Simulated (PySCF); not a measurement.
# Run report: Ge₂NH₆O₂, geometry relaxation

- system: Ge₂NH₆O₂, multiplicity 2, SMILES [NH][GeH]([OH])[O][GeH3]
- method: PBE0-D3(BJ)/def2-SVP geometry optimisation, gas phase (PySCF 2.14.0)

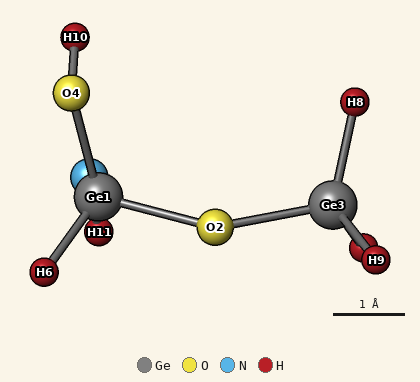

Figure 1. The starting structure (ball-and-stick view, seen at a tilt; atoms are numbered from 1 in the order of the input). Sticks mark near contacts. Bond lengths as drawn: Ge–H 1.50 to 1.52 Å, Ge–N 1.76 Å, Ge–O 1.71 to 1.75 Å, H–N 1.02 Å and H–O 0.95 Å.

Summary:

```csv
quantity,value
outcome,converged
total energy,−4361.381340 hartree
⟨S²⟩,0.754
dipole moment,1.38 D
point group,C1
hardware,"1 CPU thread, shared host"
wall time,6.5 min
peak memory,0.71 GiB
```

Input file:
```
{"job": {"xc": "PBE0", "basis": "def2-SVP", "d3": "d3bj", "grid": 2, "kind": "geom", "shake": 0.01}, "charge": 0, "multiplicity": 2}
Ge    -1.256355     0.011767     0.485075
O      0.404634     0.573754     0.442681
Ge     1.950671     0.481529    -0.283521
O     -2.084591     0.654234    -0.885978
N     -1.270998    -1.739732     0.365787
H     -1.803832     0.782733     1.666488
H      2.664342    -0.739021     0.275450
H      1.874611     0.434662    -1.775970
H      2.613458     1.753905     0.230108
H     -2.180411     0.063581    -1.626042
H     -0.878843    -2.305911     1.116222
```

The first line tells a small driver script what to run in PySCF; the rest is the geometry in Å.

Launch command:
```bash
OMP_NUM_THREADS=1 python <driver script> task.json out
```

Log:
```
step   0  E = -4361.36739016  max force = 0.045656
step   1  E = -4361.37769386  max force = 0.025254
step   2  E = -4361.37941865  max force = 0.007196
step   3  E = -4361.37984860  max force = 0.004352
step   4  E = -4361.38024578  max force = 0.006161
step   5  E = -4361.38064154  max force = 0.008883
step   6  E = -4361.38082575  max force = 0.004405
step   7  E = -4361.38094239  max force = 0.000888
step   8  E = -4361.38097449  max force = 0.001558
step   9  E = -4361.38107145  max force = 0.003051
step  10  E = -4361.38117868  max force = 0.003223
step  11  E = -4361.38126633  max force = 0.001700
step  12  E = -4361.38132139  max force = 0.000496
step  13  E = -4361.38133485  max force = 0.000756
step  14  E = -4361.38133957  max force = 0.000407
optimisation converged
```

Trajectory as extended XYZ (Å, eV, eV/Å), 15 frames, from step=0 to step=14:
```
11
Properties=species:S:1:pos:R:3:forces:R:3 step=0 energy=-118678.85163
Ge   -1.2564    0.0118    0.4851    0.5759   2.3143   0.8924
O     0.4046    0.5737    0.4427   -1.3506  -0.0895   0.6803
Ge    1.9507    0.4815   -0.2835    1.2773   0.1976   0.1974
O    -2.0846    0.6542   -0.8860   -0.6237   0.6473  -0.5277
N    -1.2710   -1.7397    0.3658   -0.1907  -2.3477  -0.5785
H    -1.8038    0.7827    1.6665   -0.3095  -0.1166   0.3678
H     2.6643   -0.7390    0.2754    0.2506  -0.3802   0.0491
H     1.8746    0.4347   -1.7760   -0.0599  -0.0450  -0.8726
H     2.6135    1.7539    0.2301    0.3262   0.2118  -0.0829
H    -2.1804    0.0636   -1.6260   -0.0127  -0.4037  -0.4553
H    -0.8788   -2.3059    1.1162    0.1170   0.0117   0.3300
11
Properties=species:S:1:pos:R:3:forces:R:3 step=1 energy=-118679.13201
Ge   -1.2778    0.0936    0.4952   -0.6565  -0.2253  -0.4410
O     0.3805    0.6157    0.5247    1.2986   0.1746  -0.2715
Ge    2.0154    0.4834   -0.2523   -0.7884  -0.0503   0.1989
O    -2.1454    0.6989   -0.9486    0.2849  -0.1472   0.4922
N    -1.2820   -1.7716    0.3059   -0.0020   0.1818  -0.0615
H    -1.9640    0.6785    1.7430    0.0493  -0.0454  -0.1587
H     2.6950   -0.8110    0.2651   -0.0992   0.1628  -0.0316
H     1.8626    0.4260   -1.7952   -0.0195   0.0179   0.2040
H     2.7906    1.7432    0.1878   -0.0934  -0.1224  -0.0219
H    -2.1515    0.0429   -1.6557    0.0383  -0.0247   0.0492
H    -0.8916   -2.2293    1.1432   -0.0121   0.0783   0.0417
11
Properties=species:S:1:pos:R:3:forces:R:3 step=2 energy=-118679.17894
Ge   -1.2661    0.0916    0.4959   -0.1677  -0.1103  -0.1875
O     0.3989    0.6293    0.5439    0.3478   0.1069   0.0517
Ge    1.9875    0.4809   -0.2537   -0.3700  -0.0373   0.0521
O    -2.1016    0.6939   -0.9430    0.0635  -0.0301   0.0787
N    -1.2578   -1.7639    0.2977    0.0393   0.0538  -0.0049
H    -1.9775    0.6679    1.7204    0.0129   0.0116   0.0209
H     2.6485   -0.8158    0.2453    0.0375  -0.0183   0.0050
H     1.7923    0.4379   -1.7800    0.0100   0.0016  -0.0191
H     2.7789    1.7204    0.1804    0.0370   0.0171   0.0007
H    -2.0837    0.0343   -1.6460   -0.0007   0.0049  -0.0215
H    -0.8877   -2.2059    1.1523   -0.0094   0.0000   0.0239
11
Properties=species:S:1:pos:R:3:forces:R:3 step=3 energy=-118679.19064
Ge   -1.2637    0.0918    0.4984   -0.0157  -0.0494  -0.0418
O     0.4004    0.6461    0.5758   -0.0811   0.0961   0.2238
Ge    1.9551    0.4779   -0.2508    0.0261  -0.0460  -0.0960
O    -2.0666    0.6908   -0.9525   -0.0189   0.0003  -0.0560
N    -1.2228   -1.7596    0.3008    0.0459  -0.0101   0.0152
H    -1.9979    0.6598    1.7129    0.0064   0.0143   0.0154
H     2.6140   -0.8309    0.2219    0.0281  -0.0194  -0.0016
H     1.7278    0.4501   -1.7727    0.0090  -0.0045  -0.0382
H     2.7834    1.6992    0.1705    0.0240   0.0092  -0.0044
H    -2.0244    0.0373   -1.6605   -0.0064   0.0196  -0.0175
H    -0.8735   -2.1919    1.1695   -0.0174  -0.0101   0.0011
11
Properties=species:S:1:pos:R:3:forces:R:3 step=4 energy=-118679.20145
Ge   -1.2611    0.0924    0.5045    0.0925   0.0061   0.0392
O     0.3976    0.6721    0.6328   -0.3168   0.0730   0.3068
Ge    1.9123    0.4746   -0.2468    0.2871  -0.0599  -0.2166
O    -2.0168    0.6871   -0.9700   -0.0591   0.0109  -0.1050
N    -1.1685   -1.7550    0.3100    0.0389  -0.0430   0.0119
H    -2.0346    0.6484    1.6996   -0.0073   0.0178   0.0035
H     2.5671   -0.8526    0.1835   -0.0008  -0.0116  -0.0007
H     1.6363    0.4685   -1.7624   -0.0051  -0.0073  -0.0216
H     2.7945    1.6675    0.1505   -0.0051   0.0078  -0.0001
H    -1.9370    0.0464   -1.6864   -0.0028   0.0184  -0.0064
H    -0.8580   -2.1789    1.1976   -0.0214  -0.0121  -0.0109
11
Properties=species:S:1:pos:R:3:forces:R:3 step=5 energy=-118679.21222
Ge   -1.2468    0.0936    0.5178    0.1423   0.0866   0.1407
O     0.3940    0.7151    0.7520   -0.4021  -0.0024   0.2516
Ge    1.8336    0.4693   -0.2403    0.4568  -0.0518  -0.2841
O    -1.9072    0.6824   -1.0026   -0.0864   0.0139  -0.1108
N    -1.0643   -1.7459    0.3293    0.0216  -0.0560  -0.0047
H    -2.1049    0.6293    1.6633   -0.0218   0.0129  -0.0151
H     2.4732   -0.8906    0.1105   -0.0356   0.0091   0.0085
H     1.4507    0.5017   -1.7346   -0.0217  -0.0086   0.0148
H     2.8011    1.6138    0.1012   -0.0386   0.0068   0.0072
H    -1.7522    0.0676   -1.7290    0.0072   0.0043   0.0093
H    -0.8456   -2.1658    1.2457   -0.0216  -0.0148  -0.0176
11
Properties=species:S:1:pos:R:3:forces:R:3 step=6 energy=-118679.21723
Ge   -1.2446    0.0947    0.5218    0.0997   0.0642   0.0661
O     0.3953    0.7145    0.7580   -0.2040  -0.0254   0.1274
Ge    1.8412    0.4698   -0.2426    0.2265  -0.0256  -0.1520
O    -1.9086    0.6833   -1.0005   -0.0565   0.0047  -0.0518
N    -1.0645   -1.7461    0.3259    0.0222  -0.0229  -0.0071
H    -2.1092    0.6301    1.6632   -0.0067   0.0084  -0.0129
H     2.4825   -0.8866    0.1151   -0.0246   0.0114   0.0088
H     1.4482    0.4925   -1.7343   -0.0139  -0.0056   0.0154
H     2.7990    1.6234    0.0931   -0.0313   0.0028   0.0052
H    -1.7507    0.0696   -1.7271    0.0100  -0.0019   0.0092
H    -0.8569   -2.1746    1.2406   -0.0215  -0.0101  -0.0083
11
Properties=species:S:1:pos:R:3:forces:R:3 step=7 energy=-118679.22040
Ge   -1.2346    0.0972    0.5295   -0.0100   0.0225  -0.0094
O     0.4005    0.7149    0.7831    0.0390  -0.0456  -0.0237
Ge    1.8411    0.4688   -0.2457   -0.0292   0.0146   0.0151
O    -1.8936    0.6863   -0.9987   -0.0166  -0.0032   0.0102
N    -1.0505   -1.7436    0.3180    0.0268   0.0155  -0.0063
H    -2.1174    0.6293    1.6585    0.0054   0.0032   0.0016
H     2.4894   -0.8799    0.1207   -0.0001   0.0061   0.0058
H     1.4141    0.4723   -1.7272   -0.0005  -0.0036   0.0058
H     2.7846    1.6383    0.0679   -0.0029   0.0040  -0.0034
H    -1.7198    0.0768   -1.7250    0.0101  -0.0077   0.0023
H    -0.8820   -2.1899    1.2319   -0.0220  -0.0057   0.0021
11
Properties=species:S:1:pos:R:3:forces:R:3 step=8 energy=-118679.22128
Ge   -1.2319    0.0977    0.5318   -0.0370   0.0082  -0.0262
O     0.4043    0.7098    0.7845    0.0776  -0.0409  -0.0405
Ge    1.8463    0.4689   -0.2465   -0.0801   0.0216   0.0486
O    -1.8962    0.6895   -0.9938   -0.0027  -0.0045   0.0177
N    -1.0523   -1.7426    0.3097    0.0311   0.0196  -0.0008
H    -2.1132    0.6284    1.6626    0.0103   0.0030   0.0049
H     2.5072   -0.8691    0.1340    0.0078   0.0029   0.0036
H     1.4136    0.4532   -1.7257    0.0028  -0.0034  -0.0023
H     2.7750    1.6531    0.0548    0.0048   0.0025  -0.0070
H    -1.7203    0.0804   -1.7201    0.0072  -0.0042  -0.0011
H    -0.9006   -2.1988    1.2216   -0.0218  -0.0046   0.0029
11
Properties=species:S:1:pos:R:3:forces:R:3 step=9 energy=-118679.22392
Ge   -1.2196    0.0977    0.5433   -0.0910  -0.0214  -0.0470
O     0.4192    0.6920    0.8093    0.1338  -0.0337  -0.0825
Ge    1.8504    0.4688   -0.2468   -0.1569   0.0364   0.1136
O    -1.8841    0.7037   -0.9783    0.0282  -0.0084   0.0298
N    -1.0422   -1.7379    0.2813    0.0378   0.0226   0.0162
H    -2.1042    0.6199    1.6756    0.0180   0.0021   0.0109
H     2.5694   -0.8236    0.1771    0.0227  -0.0033  -0.0009
H     1.3816    0.3741   -1.7111    0.0099  -0.0026  -0.0187
H     2.7292    1.7049   -0.0137    0.0208   0.0007  -0.0153
H    -1.6879    0.1033   -1.7070   -0.0031   0.0097  -0.0092
H    -0.9798   -2.2324    1.1834   -0.0201  -0.0020   0.0030
11
Properties=species:S:1:pos:R:3:forces:R:3 step=10 energy=-118679.22683
Ge   -1.2067    0.0934    0.5589   -0.0949  -0.0447  -0.0517
O     0.4385    0.6615    0.8350    0.1276  -0.0143  -0.0813
Ge    1.8562    0.4693   -0.2455   -0.1657   0.0381   0.1220
O    -1.8718    0.7250   -0.9530    0.0490  -0.0139   0.0297
N    -1.0326   -1.7343    0.2470    0.0314   0.0146   0.0298
H    -2.0849    0.6061    1.7002    0.0164   0.0006   0.0126
H     2.6665   -0.7439    0.2392    0.0261  -0.0076  -0.0025
H     1.3589    0.2545   -1.6873    0.0131  -0.0019  -0.0269
H     2.6553    1.7729   -0.1140    0.0270   0.0009  -0.0184
H    -1.6535    0.1410   -1.6892   -0.0141   0.0259  -0.0165
H    -1.0942   -2.2752    1.1219   -0.0157   0.0024   0.0031
11
Properties=species:S:1:pos:R:3:forces:R:3 step=11 energy=-118679.22922
Ge   -1.1968    0.0840    0.5726   -0.0477  -0.0390  -0.0318
O     0.4545    0.6316    0.8568    0.0586   0.0009  -0.0467
Ge    1.8565    0.4717   -0.2437   -0.0874   0.0271   0.0682
O    -1.8553    0.7424   -0.9308    0.0432  -0.0162   0.0187
N    -1.0240   -1.7369    0.2288    0.0101  -0.0020   0.0263
H    -2.0667    0.5914    1.7223    0.0063  -0.0018   0.0074
H     2.7493   -0.6629    0.2843    0.0158  -0.0061  -0.0016
H     1.3490    0.1532   -1.6633    0.0089  -0.0009  -0.0190
H     2.5835    1.8237   -0.2039    0.0171   0.0010  -0.0122
H    -1.6200    0.1798   -1.6785   -0.0154   0.0311  -0.0144
H    -1.1983   -2.3074    1.0687   -0.0094   0.0059   0.0050
11
Properties=species:S:1:pos:R:3:forces:R:3 step=12 energy=-118679.23072
Ge   -1.1928    0.0709    0.5778    0.0097  -0.0078  -0.0035
O     0.4626    0.6092    0.8617   -0.0255   0.0020   0.0052
Ge    1.8577    0.4773   -0.2438    0.0201   0.0093  -0.0109
O    -1.8443    0.7496   -0.9187    0.0165  -0.0149   0.0052
N    -1.0284   -1.7488    0.2307   -0.0030  -0.0145   0.0071
H    -2.0529    0.5798    1.7341   -0.0056  -0.0006   0.0005
H     2.7966   -0.6120    0.3013   -0.0001  -0.0015  -0.0004
H     1.3591    0.1099   -1.6559   -0.0012  -0.0007  -0.0026
H     2.5450    1.8517   -0.2469   -0.0011   0.0004  -0.0003
H    -1.6055    0.2061   -1.6791   -0.0061   0.0210  -0.0060
H    -1.2653   -2.3234    1.0522   -0.0037   0.0073   0.0058
11
Properties=species:S:1:pos:R:3:forces:R:3 step=13 energy=-118679.23108
Ge   -1.1899    0.0628    0.5794    0.0209   0.0113   0.0087
O     0.4659    0.5991    0.8660   -0.0321  -0.0060   0.0107
Ge    1.8566    0.4815   -0.2456    0.0389   0.0044  -0.0252
O    -1.8323    0.7488   -0.9172   -0.0030  -0.0097   0.0001
N    -1.0316   -1.7586    0.2398   -0.0050  -0.0133  -0.0026
H    -2.0511    0.5755    1.7335   -0.0064  -0.0007  -0.0037
H     2.8103   -0.5973    0.2954   -0.0053   0.0012   0.0002
H     1.3567    0.1074   -1.6560   -0.0028  -0.0004   0.0045
H     2.5315    1.8623   -0.2558   -0.0063   0.0001   0.0033
H    -1.5901    0.2162   -1.6839    0.0022   0.0088  -0.0013
H    -1.2941   -2.3274    1.0576   -0.0010   0.0044   0.0053
11
Properties=species:S:1:pos:R:3:forces:R:3 step=14 energy=-118679.23121
Ge   -1.1872    0.0561    0.5807    0.0172   0.0147   0.0090
O     0.4692    0.5895    0.8677   -0.0135  -0.0095   0.0069
Ge    1.8581    0.4859   -0.2482    0.0209   0.0039  -0.0167
O    -1.8247    0.7459   -0.9162   -0.0126  -0.0049  -0.0022
N    -1.0369   -1.7673    0.2479   -0.0057  -0.0076  -0.0062
H    -2.0496    0.5730    1.7322   -0.0043   0.0002  -0.0035
H     2.8222   -0.5855    0.2887   -0.0043   0.0014   0.0010
H     1.3571    0.1090   -1.6576   -0.0017  -0.0004   0.0048
H     2.5205    1.8726   -0.2588   -0.0047   0.0004   0.0029
H    -1.5785    0.2213   -1.6869    0.0070  -0.0001   0.0005
H    -1.3184   -2.3300    1.0637    0.0016   0.0019   0.0035
```

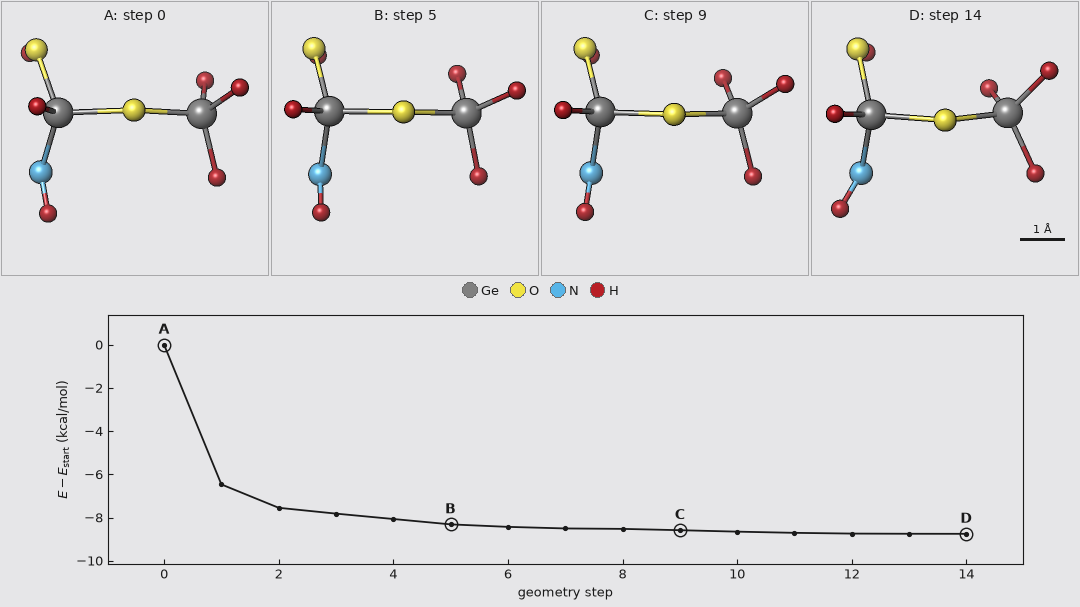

Figure 2. Frames of the relaxation (ball-and-stick view, seen at a tilt) above the curves, on which the letters mark them (steps are counted from 0).

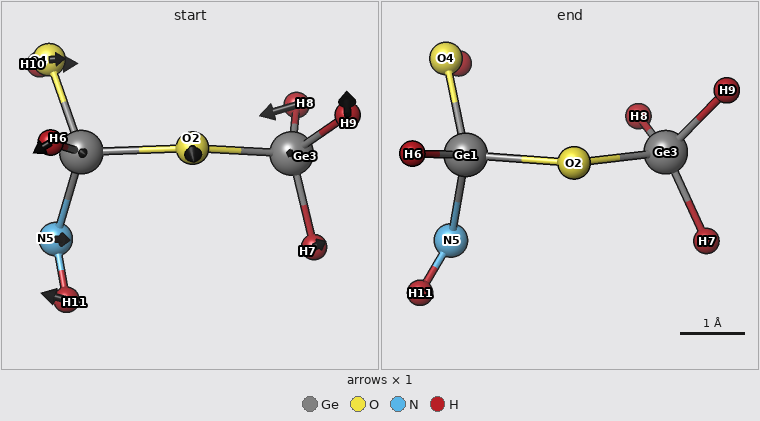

Figure 3. Before (left) and after (right) the relaxation, at one scale (ball-and-stick view, seen at a tilt). The black arrows give the displacements, at true length. Over 14 geometry steps the energy falls by 8.75 kcal/mol. Largest force component: 2.3 eV/Å at the start, 0.021 eV/Å at the end. H8 moves most after the best rigid fit: 0.63 Å. By element the largest moves are H 0.63 Å, O 0.43 Å, N 0.27 Å, Ge 0.13 Å. Among the contacts that change: Ge1–N5 1.756 → 1.860 Å, O2–Ge3 1.711 → 1.785 Å, Ge3–H8 1.495 → 1.543 Å, Ge1–O4 1.726 → 1.767 Å. Among the angles that change: Ge1–O2–Ge3 148.1° → 127.7°, Ge1–N5–H11 120.1° → 111.8°, O2–Ge1–H6 101.4° → 107.8°. (Atoms are counted from 1 in the order of the input.)
